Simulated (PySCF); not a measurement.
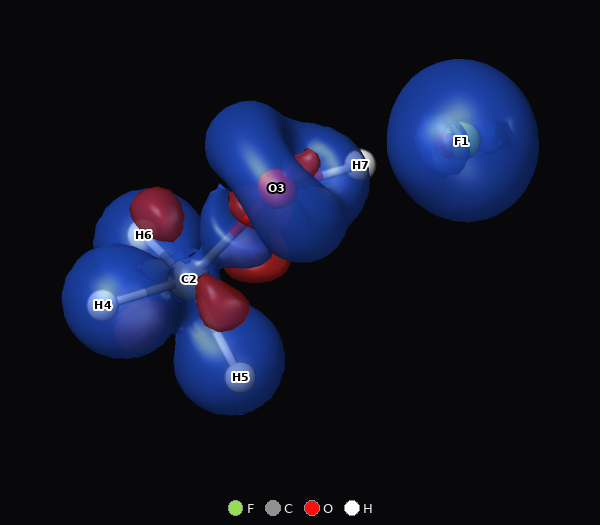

CH4FO, charge −1, SMILES `[F-].CO`. Deformation density (molecule less spherical, spin-averaged free atoms at the same positions), surfaces at ±0.1 e/Å³; blue: gain, red: loss.

PySCF calculation, PBE0/def2-SVPD, gas phase; geometry: GFN2-xTB. The pair's geometry is semi-empirical, so its contact may be too short or too long.

Describe the bonding that the map shows.

Answer. C2–H6: +0.67 e/Å³ at the bond critical point (bond length 1.10 Å). C2–H5: +0.67 e/Å³ at the bond critical point (bond length 1.11 Å). C2–H4: +0.66 e/Å³ at the bond critical point (bond length 1.10 Å). O3–H7: +0.36 e/Å³ at the bond critical point (bond length 1.08 Å). C2–O3: +0.26 e/Å³ at the bond critical point (bond length 1.37 Å). F1–H7: −0.03 e/Å³ at the bond critical point (bond length 1.37 Å); up to 0.6 Å beside the axis the gain reaches +0.17 e/Å³. In all, 2.0 electrons gather in the regions of gain relative to the promolecule of neutral atoms (this includes the anion's extra charge). A small or negative value marks a very polar bond, one between electron-rich atoms, whose free-atom densities already overlap strongly, a long bond to a heavier atom, or a closed-shell contact such as a hydrogen bond.

Where do the Hirshfeld charges lie?

Answer. The highest Hirshfeld charge is on H7 (+0.04 e), the lowest on F1 (−0.62 e).

```json
{"atom": "F1", "charge (e)": "−0.62"}
{"atom": "C2", "charge (e)": "−0.08"}
{"atom": "O3", "charge (e)": "−0.34"}
{"atom": "H4", "charge (e)": "0.00"}
{"atom": "H5", "charge (e)": "0.00"}
{"atom": "H6", "charge (e)": "0.00"}
{"atom": "H7", "charge (e)": "+0.04"}
```
